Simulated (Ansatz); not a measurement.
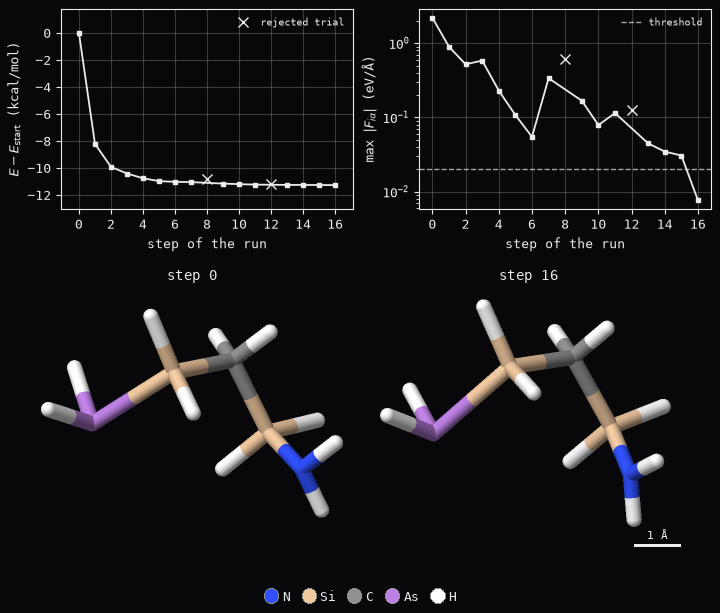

First and last geometry of a relaxation of CH$_{10}$AsNSi$_{2}$, with the history of the run. Style: stick. Shown from a free direction.

The run prepares an end point of a later path (hydrogen shift) calculation, from a guessed geometry.

The calculation used RHF/def2-SVP (Ansatz 0.2.0).

Input file:
```yaml
crystal:
  periodic: [false, false, false]
  atoms:
    - { symbol: "N", position_ang: [0.2492, 1.471, 1.9259] }
    - { symbol: Si, position_ang: [0.163, -0.2454, 1.5842] }
    - { symbol: C, position_ang: [0.942, -0.5925, -0.0774] }
    - { symbol: Si, position_ang: [0.1131, 0.2681, -1.4431] }
    - { symbol: As, position_ang: [-2.082, -0.667, -1.6623] }
    - { symbol: H, position_ang: [-0.1991, 1.6664, 2.868] }
    - { symbol: H, position_ang: [1.2331, 1.7954, 1.9697] }
    - { symbol: H, position_ang: [-1.1878, -0.6955, 1.5596] }
    - { symbol: H, position_ang: [0.9058, -0.9334, 2.6856] }
    - { symbol: H, position_ang: [2.0211, -0.2185, -0.0213] }
    - { symbol: H, position_ang: [0.9701, -1.6878, -0.2248] }
    - { symbol: H, position_ang: [0.7846, 0.0741, -2.6863] }
    - { symbol: H, position_ang: [-0.1156, 1.7228, -1.1708] }
    - { symbol: H, position_ang: [-1.5352, -1.9739, -2.2246] }
    - { symbol: H, position_ang: [-2.284, -0.0346, -3.0531] }
basis:
  gaussian: { orbitals: def2-SVP }
hamiltonian:
  xc: hf
relax:
  f_tol: 0.02
  max_steps: 50
```

Command:
```bash
ansatz run input.yaml --threads 2 --pin off --max-ram 3072MiB --backend cpu --events-out ev --progress --plain --runs-dir out
```

Read the history and describe the run.

Answer. It converged. H6 moves most after the best rigid fit: 0.56 Å. Largest moves by element: H 0.56 Å, As 0.37 Å, N 0.27 Å, Si 0.22 Å, C 0.11 Å. Among the contacts that change: C3–Si4 1.815 → 1.890 Å, N1–H6 1.061 → 1.001 Å, Si4–H12 1.426 → 1.484 Å, Si2–H8 1.424 → 1.482 Å. Bond angles that change, for instance: Si2–N1–H6 109.4° → 120.7°, Si2–N1–H7 111.2° → 122.0°, N1–Si2–H9 106.4° → 114.4°. The energy falls by 11.3 kcal/mol in 14 accepted moves (16 points after the start). Largest force component: 2.2 eV/Å at the start, 0.0076 eV/Å at the end. The line search rejected the trial steps at points 8, 12 of the run. The run took 45 s on 2 threads of AMD EPYC 9R14 (Zen 4), on a shared host, peak memory 0.46 GiB.

Limits of the set-up: Hartree-Fock leaves out electron correlation.
